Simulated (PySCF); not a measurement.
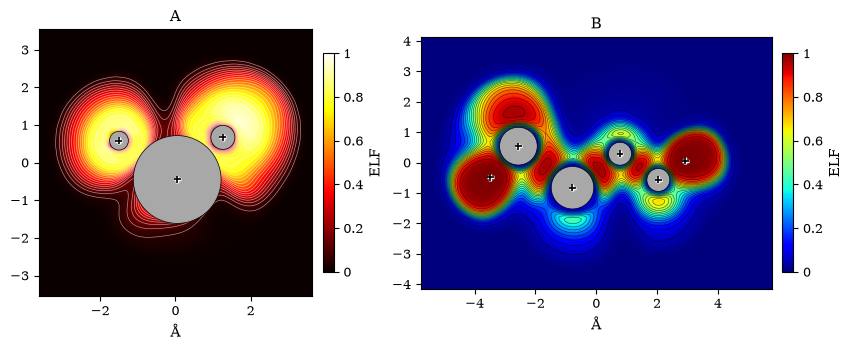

The ELF of 2 systems, each on a plane through atoms (crosses mark nuclei in the plane; grey discs cover the cores).

Theory: PySCF, CAM-B3LYP/def2-SVPD, SCF density, gas phase, scalar-relativistic core potentials on the heavy atoms.

System 1: C₄H₁₃PSi (SMILES CC(C)(C)[SiH2]P), the plane of atoms C2, Si5 and P6. Geometry: GFN2-xTB.

| atom | x (Å) | y (Å) | z (Å) |
| --- | --- | --- | --- |
| C | -0.5930 | -1.3841 | -0.5134 |
| C | -0.5206 | 0.0560 | -0.0061 |
| C | -0.7625 | 0.0607 | 1.5030 |
| C | -1.5980 | 0.8907 | -0.6936 |
| Si | 1.2162 | 0.7871 | -0.3739 |
| P | 2.7095 | -0.5205 | 0.6688 |
| H | 0.1719 | -1.9954 | -0.0340 |
| H | -0.4432 | -1.4272 | -1.5909 |
| H | -1.5653 | -1.8222 | -0.2885 |
| H | -0.7673 | 1.0771 | 1.8919 |
| H | -1.7230 | -0.3976 | 1.7382 |
| H | 0.0172 | -0.5004 | 2.0179 |
| H | -2.5879 | 0.4889 | -0.4788 |
| H | -1.5665 | 1.9212 | -0.3475 |
| H | -1.4587 | 0.8922 | -1.7723 |
| H | 1.4284 | 0.8718 | -1.8276 |
| H | 1.3335 | 2.1402 | 0.1856 |
| H | 3.7989 | 0.2508 | 0.3118 |
| H | 2.9006 | -1.3801 | -0.3981 |

System 2: F₃NW (WNF3), the plane of atoms N2, W1 and F4. Geometry: PBE0-D3(BJ)/def2-SVP; core potentials replace the inner electrons of W.

| atom | x (Å) | y (Å) | z (Å) |
| --- | --- | --- | --- |
| W | -0.0003 | -0.0001 | -0.0674 |
| N | 0.0107 | 0.0000 | 1.5832 |
| F | 1.8041 | -0.0185 | -0.5160 |
| F | -0.8905 | 1.5741 | -0.5011 |
| F | -0.9239 | -1.5555 | -0.4988 |

Which map belongs to which system?

Panel A is system 2, F₃NW: the plane holds W, N and F. W–N (1.65 Å): the ELF peaks at about 0.80 in the valence shell of N, 0.6 Å from its nucleus, and is about 0.45 at the midpoint. Panel B is system 1, C₄H₁₃PSi: the plane holds C, Si, P and H. C–C (1.53 Å): the ELF peaks at about 0.95 between the atoms: localised, covalent bonding.
